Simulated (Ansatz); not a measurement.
# CH3BO (Borane carbonyl): a chain of runs

We compute a series of 28 runs (HF/STO-3G, UHF/STO-3G, HF/3-21G, UHF/3-21G, HF/6-31G*, UHF/6-31G*, B3LYP/6-31G*, UB3LYP/6-31G*, and more) of CH3BO. 

The results are computed with Ansatz 0.2.0.

## (1) The structure to begin with

CH3BO has 6 atoms, charge 0, and is taken as a singlet. SMILES: `[BH3-]C#[O+]`. Geometry: relaxed at PBE0-D4/def2-TZVP. The run starts from this shape.

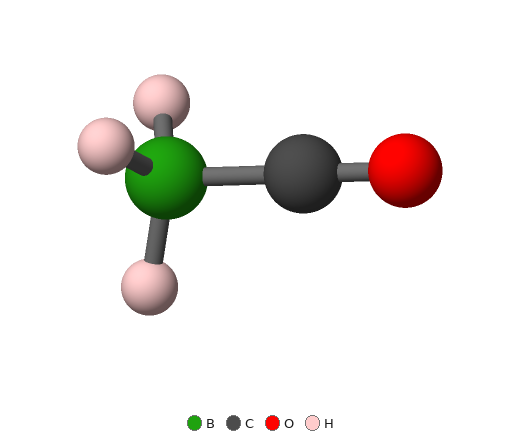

The structure, seen from a chosen angle (boron green, carbon dark grey, oxygen red, hydrogen pink).

## (2) A structure relaxation at HF/STO-3G (paw set gaussian, start density atoms) (run 1)

The input, job.yaml:

```yaml
crystal:
  periodic: [false, false, false]
  atoms:
    - {symbol: B, position_ang: [-0.275160, 0.419730, -0.199910]}
    - {symbol: C, position_ang: [0.494180, -0.755680, 0.359250]}
    - {symbol: O, position_ang: [1.068320, -1.631140, 0.776320]}
    - {symbol: H, position_ang: [-1.437140, 0.121710, -0.050320]}
    - {symbol: H, position_ang: [0.069540, 0.485120, -1.356800]}
    - {symbol: H, position_ang: [0.080260, 1.360240, 0.471460]}
basis:
  gaussian:
    orbitals: STO-3G
hamiltonian:
  xc: hf
relax:
  f_tol: 0.002
output: {orbitals: {seedname: orbitals}}
```

Launch:

```bash
$ ansatz run job.yaml --threads 1 --pin off --max-ram 3480MiB --events-out events.jsonl --progress --plain --runs-dir runs
```

Log:

```text
Warning: RAYON_NUM_THREADS=1 ignored (pool sized by the plan → 1); use --threads N
The last accepted step is kept in runs//last_step.txt (removed where the run ends without a failure and the disk answers)
[... 62 lines left out ...]
Total energy: -3736.99379785 eV, -137.3319890455 hartree
[... 6 lines left out ...]
Dipole moment:     0.321988    -0.492064     0.234033 e Å
```

It took 3.9 s on 1 thread of Arm Neoverse V1, shared host; peak memory 0.099 GiB.

The path in brief:

```csv
step,energy from the first frame kept (eV),largest force (eV/Å)
1,0.0000,3.0309
2,-0.1921,1.9688
3,-0.2269,0.5228
4,-0.2329,0.0749
5,-0.2330,0.0305
6,-0.2330,0.0104
7,-0.2330,0.0046
8,-0.2330,0.0005
```

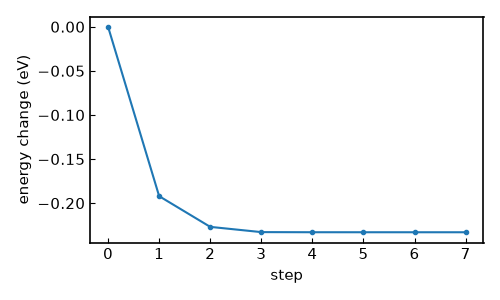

Energy along the run.

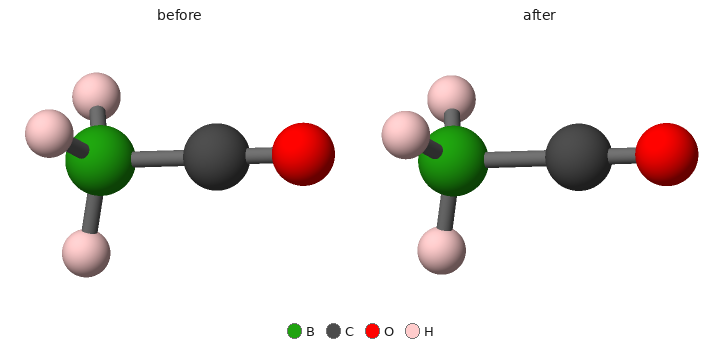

Before and after, at one scale.

After the run. Bond lengths: B1–C2 1.632 Å, C2–O3 1.144 Å, B1–H4 1.162 Å, B1–H5 1.162 Å, B1–H6 1.162 Å. Angles: B1–C2–O3 180.0°, C2–B1–H4 103.3°, C2–B1–H5 103.3°, C2–B1–H6 103.3°, H4–B1–H5 114.9°, H4–B1–H6 114.9°, H5–B1–H6 114.9°.

## (3) Vibrational wavenumbers at HF/STO-3G (paw set gaussian, start density atoms) (run 2)

The input, run.yaml:

```yaml
crystal:
  periodic: [false, false, false]
  atoms:
    - {symbol: B, position_ang: [-0.305722, 0.467193, -0.222209]}
    - {symbol: C, position_ang: [0.524329, -0.801289, 0.381102]}
    - {symbol: O, position_ang: [1.106213, -1.690493, 0.804034]}
    - {symbol: H, position_ang: [-1.414776, 0.158368, -0.068017]}
    - {symbol: H, position_ang: [0.040055, 0.510012, -1.330250]}
    - {symbol: H, position_ang: [0.049900, 1.356189, 0.435339]}
basis:
  gaussian:
    orbitals: STO-3G
hamiltonian:
  xc: hf
phonons:
  temperatures: {t_min: 298.15, t_max: 298.15, t_step: 1}
```

Launch:

```bash
$ ansatz run run.yaml --threads 1 --pin off --max-ram 3480MiB --events-out events.jsonl --progress --plain --runs-dir runs
```

Log:

```text
Warning: RAYON_NUM_THREADS=1 ignored (pool sized by the plan → 1); use --threads N
[... 201 lines left out ...]
Total energy: -3736.99380181 eV, -137.3319891912 hartree
[... 6 lines left out ...]
Dipole moment:     0.321988    -0.492063     0.234033 e Å
Vibrations: 316.06 316.10 580.71 1090.43 1090.44 1433.20 1502.46 1502.46 2499.43 3061.78 3245.34 3245.36 cm⁻¹, zero-point energy 1.232637 eV
```

Run time: 5.4 s. Hardware: 1 thread of Arm Neoverse V1, shared host; peak memory 0.082 GiB.

Runs 3 to 22 aren't shown in full; the table further down has their settings and results.

## (4) The doublet cation: the energy at UMP2/6-31G(d) (Cartesian functions, paw set gaussian, start density atoms) (run 23)

The input, job.yaml:

```yaml
crystal:
  periodic: [false, false, false]
  atoms:
    - {symbol: B, position_ang: [-0.286053, 0.436950, -0.207890]}
    - {symbol: C, position_ang: [0.503127, -0.769174, 0.365727]}
    - {symbol: O, position_ang: [1.088010, -1.662215, 0.790747]}
    - {symbol: H, position_ang: [-1.442560, 0.130372, -0.054437]}
    - {symbol: H, position_ang: [0.063565, 0.494188, -1.360961]}
    - {symbol: H, position_ang: [0.073911, 1.369859, 0.466815]}
basis:
  gaussian:
    orbitals: "6-31G*"
total_charge: 1
magnetization:
  spin_polarized: true
  initial_magnetization: 1
correlation:
  method: mp2
```

Launch:

```bash
$ ansatz run job.yaml --threads 1 --pin off --max-ram 3480MiB --events-out events.jsonl --progress --plain --runs-dir runs
```

Log, shortened:

```text
Warning: RAYON_NUM_THREADS=1 ignored (pool sized by the plan → 1); use --threads N
Functional definition: HF
  name "HF"
[...]
507 factors; integrals over basis functions are off by at most 7.3e-4 eV
[...]
mean field -3774.60334109 eV, -138.7141142670 hartree, gradient 7.7e-6 eV, S^2 0.781888; 7 other end points of the search recorded, 0 dependent functions left out
3 core orbitals not correlated: weight in the atoms' cores, before any rotation towards them, 1.000 or more for the frozen orbitals, at most 0.000 for the correlated occupied ones
reference -3774.60334109 eV, -138.7141142670 hartree; 8, 7 occupied and 40, 41 virtual orbitals, 507 factors
second order -10.22232494 eV of doubles, -0.00000000 eV of singles
Total energy: -3784.82566603 eV, -139.0897777797 hartree
```

It took 2 s on 1 thread of Arm Neoverse V1, shared host; peak memory 0.085 GiB.

Runs 24 to 27 aren't shown in full; the table further down has their settings and results.

## (5) Vibrational wavenumbers at CCSD/cc-pVDZ (paw set gaussian, start density atoms) (run 28)

The input, input.yaml:

```yaml
crystal:
  periodic: [false, false, false]
  atoms:
    - {symbol: B, position_ang: [-0.293775, 0.448896, -0.213521]}
    - {symbol: C, position_ang: [0.515327, -0.787634, 0.374572]}
    - {symbol: O, position_ang: [1.092274, -1.669109, 0.793892]}
    - {symbol: H, position_ang: [-1.459776, 0.127055, -0.052749]}
    - {symbol: H, position_ang: [0.067781, 0.496204, -1.378011]}
    - {symbol: H, position_ang: [0.078168, 1.384568, 0.475816]}
basis:
  gaussian: {orbitals: cc-pVDZ}
correlation: {method: ccsd}
scf: {omitted_lower_state_checks: [cluster_reference]}
accuracy: high
phonons: {temperatures: {t_min: 298.15, t_max: 298.15, t_step: 1}}
```

Launch:

```bash
$ ansatz run input.yaml --threads 1 --pin off --max-ram 3480MiB --events-out events.jsonl --progress --plain --runs-dir runs
```

Log:

```text
Warning: RAYON_NUM_THREADS=1 ignored (pool sized by the plan → 1); use --threads N
[... 67 lines left out ...]
3 core orbitals not correlated: weight in the atoms' cores, before any rotation towards them, 1.000 or more for the frozen orbitals, at most 0.000 for the correlated occupied ones
[... 249 lines left out ...]
3 core orbitals not correlated: weight in the atoms' cores, before any rotation towards them, 1.000 or more for the frozen orbitals, at most 0.000 for the correlated occupied ones
[... 251 lines left out ...]
3 core orbitals not correlated: weight in the atoms' cores, before any rotation towards them, 1.000 or more for the frozen orbitals, at most 0.000 for the correlated occupied ones
[... 252 lines left out ...]
3 core orbitals not correlated: weight in the atoms' cores, before any rotation towards them, 1.000 or more for the frozen orbitals, at most 0.000 for the correlated occupied ones
[... 224 lines left out ...]
Dipole moment:     0.244304    -0.373391     0.177575 e Å
[... 1 line left out ...]
Checks for a lower state left out: cluster_reference
```

It took 6.3 min on 1 thread of Arm Neoverse V1, shared host; peak memory 0.28 GiB.

## (6) Overview of the runs

```csv
run,level,task,walk f tol,partner,energy (Eh),dipole moment (D),wall time
1,"HF/STO-3G (paw set gaussian, start density atoms)",optimise,0.002,base,-137.331989,3.04,3.9 s
2,"HF/STO-3G (paw set gaussian, start density atoms)",frequencies,–,base,-137.331989,3.04,5.4 s
3,"UHF/STO-3G (paw set gaussian, start density atoms)",energy,–,cation,-136.947322,–,0.56 s
4,"UHF/STO-3G (paw set gaussian, start density atoms)",optimise,–,cation,-136.996594,–,5.4 s
5,"HF/3-21G (paw set gaussian, start density atoms)",optimise,0.002,base,-138.354071,2.07,3.9 s
6,"HF/3-21G (paw set gaussian, start density atoms)",frequencies,–,base,-138.354071,2.07,6 s
7,"UHF/3-21G (paw set gaussian, start density atoms)",energy,–,cation,-137.931153,–,0.61 s
8,"UHF/3-21G (paw set gaussian, start density atoms)",optimise,–,cation,-137.974939,–,7.8 s
9,"HF/6-31G* (Cartesian functions, paw set gaussian, start density atoms)",optimise,0.002,base,-139.142411,2.14,4.8 s
10,"HF/6-31G* (Cartesian functions, paw set gaussian, start density atoms)",frequencies,–,base,-139.142411,2.14,14 s
11,"UHF/6-31G* (Cartesian functions, paw set gaussian, start density atoms)",energy,–,cation,-138.722667,–,1.2 s
12,"UHF/6-31G* (Cartesian functions, paw set gaussian, start density atoms)",optimise,–,cation,-138.774638,–,20 s
13,"B3LYP/6-31G* (Cartesian functions, paw set gaussian, start density atoms)",optimise,0.002,base,-139.971171,1.50,6.6 s
14,"B3LYP/6-31G* (Cartesian functions, paw set gaussian, start density atoms)",frequencies,–,base,-139.971171,1.50,29 s
15,"UB3LYP/6-31G* (Cartesian functions, paw set gaussian, start density atoms)",energy,–,cation,-139.525710,–,7.8 s
16,"UB3LYP/6-31G* (Cartesian functions, paw set gaussian, start density atoms)",optimise,–,cation,-139.576843,–,47 s
17,"PBE/def2-SVP (paw set gaussian, start density atoms)",optimise,0.002,base,-139.688862,1.28,8.1 s
18,"PBE/def2-SVP (paw set gaussian, start density atoms)",frequencies,–,base,-139.688862,1.28,22 s
19,"UPBE/def2-SVP (paw set gaussian, start density atoms)",energy,–,cation,-139.251390,–,6.3 s
20,"UPBE/def2-SVP (paw set gaussian, start density atoms)",optimise,–,cation,-139.304917,–,43 s
21,"MP2/6-31G* (Cartesian functions, paw set gaussian, start density atoms)",optimise,0.002,base,-139.525426,2.17,5.4 s
22,"MP2/6-31G* (Cartesian functions, paw set gaussian, start density atoms)",frequencies,–,base,-139.525426,2.17,23 s
23,"UMP2/6-31G* (Cartesian functions, paw set gaussian, start density atoms)",energy,–,cation,-139.089778,–,2 s
24,"UMP2/6-31G* (Cartesian functions, paw set gaussian, start density atoms)",optimise,–,cation,-139.145056,–,34 s
25,"CCSD(T)/cc-pVDZ (paw set gaussian, start density atoms)",optimise,0.002,base,-139.599291,2.26,95 s
26,"CCSD(T)/cc-pVDZ (paw set gaussian, start density atoms)",frequencies,–,base,-139.599291,2.26,8.2 min
27,"CCSD/cc-pVDZ (paw set gaussian, start density atoms)",optimise,0.002,base,-139.583643,2.31,74 s
28,"CCSD/cc-pVDZ (paw set gaussian, start density atoms)",frequencies,–,base,-139.583643,2.31,6.3 min
```

## (7) Results

```
                                                                             quantity          value
                                                   run 28, CCSD/cc-pVDZ: total energy  -139.58364 Eh
                             run 28, CCSD/cc-pVDZ: dipole moment (correlated density)         2.31 D
                    run 28, CCSD/cc-pVDZ: correlation energy (3 core orbitals frozen)     -430.7 mEh
                                                  run 28, CCSD/cc-pVDZ: T1 diagnostic          0.018
                                       run 28, CCSD/cc-pVDZ: largest force on an atom     0.002 eV/Å
                                     run 28, CCSD/cc-pVDZ: lowest harmonic wavenumber       304 cm⁻¹
                                    run 28, CCSD/cc-pVDZ: highest harmonic wavenumber      2581 cm⁻¹
                                              run 28, CCSD/cc-pVDZ: zero-point energy    97.5 kJ/mol
                        vertical ionisation energy (to the doublet cation), HF/STO-3G      10.467 eV
                         vertical ionisation energy (to the doublet cation), HF/3-21G      11.508 eV
                        vertical ionisation energy (to the doublet cation), HF/6-31G*      11.422 eV
                     vertical ionisation energy (to the doublet cation), B3LYP/6-31G*      12.122 eV
                       vertical ionisation energy (to the doublet cation), MP2/6-31G*      11.855 eV
    adiabatic ionisation energy (to the doublet cation, no zero-point term), HF/3-21G      10.317 eV
   adiabatic ionisation energy (to the doublet cation, no zero-point term), HF/6-31G*      10.008 eV
adiabatic ionisation energy (to the doublet cation, no zero-point term), PBE/def2-SVP      10.448 eV
```

At HF/STO-3G: the vertical ionisation energy comes to 10.47 eV (1010 kJ/mol). In a minimal basis such a difference can be off by several eV, whatever the method. At HF/3-21G: removing an electron at fixed nuclei costs 11.51 eV (265 kcal/mol). At HF/6-31G*: removing an electron at fixed nuclei costs 11.42 eV (263 kcal/mol). At B3LYP/6-31G*: removing an electron at fixed nuclei costs 12.12 eV (280 kcal/mol). At MP2/6-31G*: removing an electron at fixed nuclei costs 11.85 eV (1144 kJ/mol). Totals of different functionals can't be ranked against each other. In runs 1, 2, 3, 4 the basis is minimal, so the values are rough. All runs together took 22 min, the longest 8.2 min.
